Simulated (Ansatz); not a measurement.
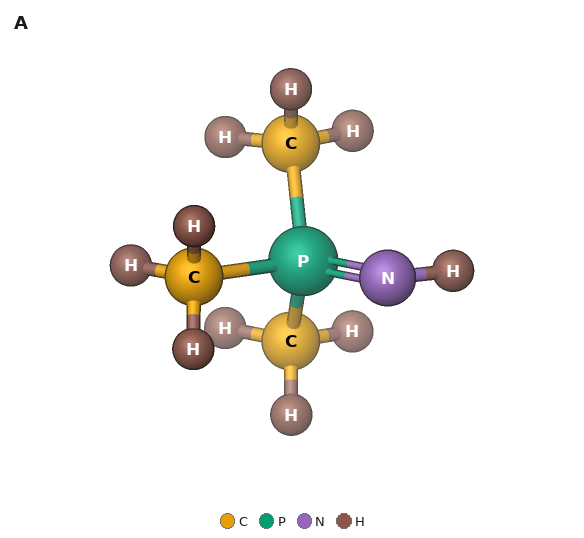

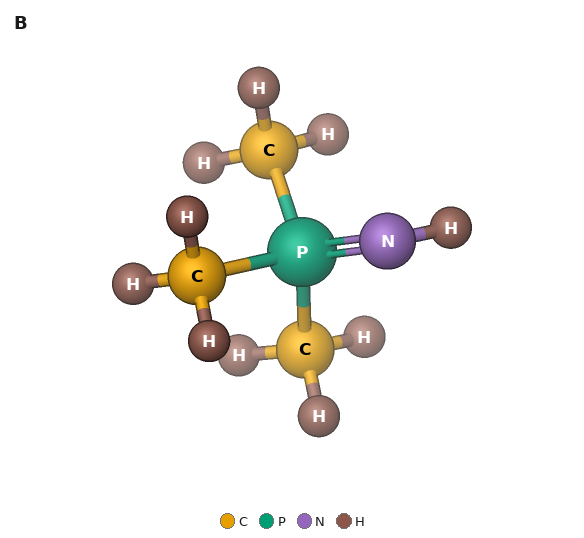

Depth is shown by fading: the farther an atom, the more it takes the colour of the background. Computed geometry: PBE-D4/def2-SVP optimisation. No frequency run is at hand to confirm it as a minimum.

Can A be turned into B by a rotation alone?

Answer. Yes. They are the same structure, C3H10NP (CP(C)(C)=N), seen from two directions. With point group Cs it is achiral, so its mirror image would be the same too.
